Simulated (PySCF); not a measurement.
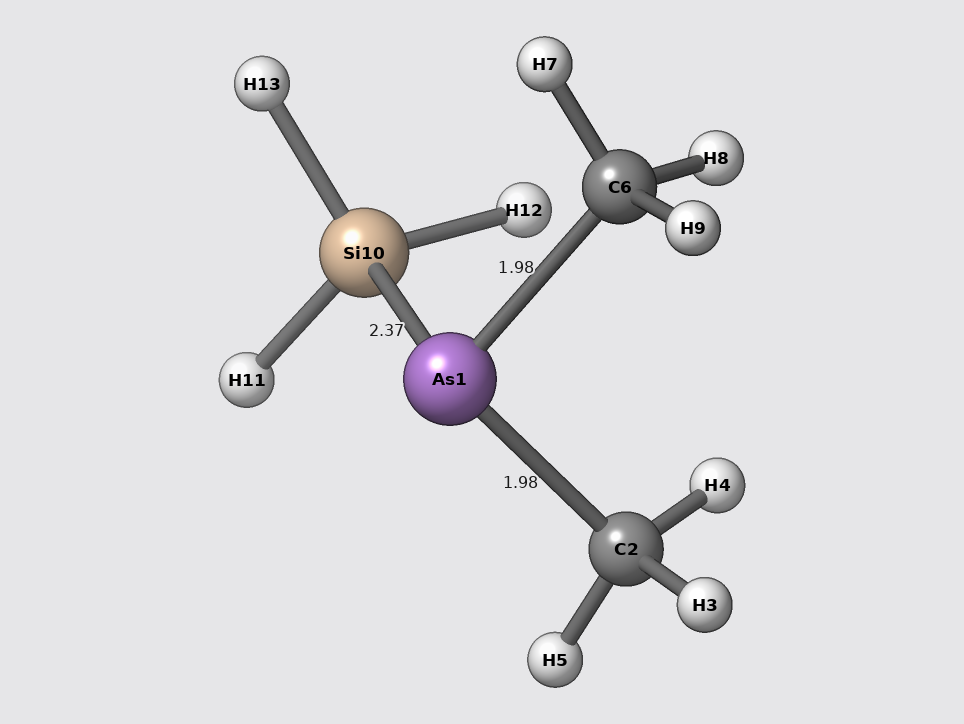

The numbers beside the sticks are distances in Å. Sticks don't show bond order. Computed geometry: PBE0-D3(BJ)/def2-SVP optimisation. No frequency run is at hand to confirm it as a minimum.

> Which of the marked bonds are single, double, triple or aromatic?

As1–C2 single; As1–C6 single; As1–Si10 single.

> Write the SMILES.

C[As](C)[SiH3]
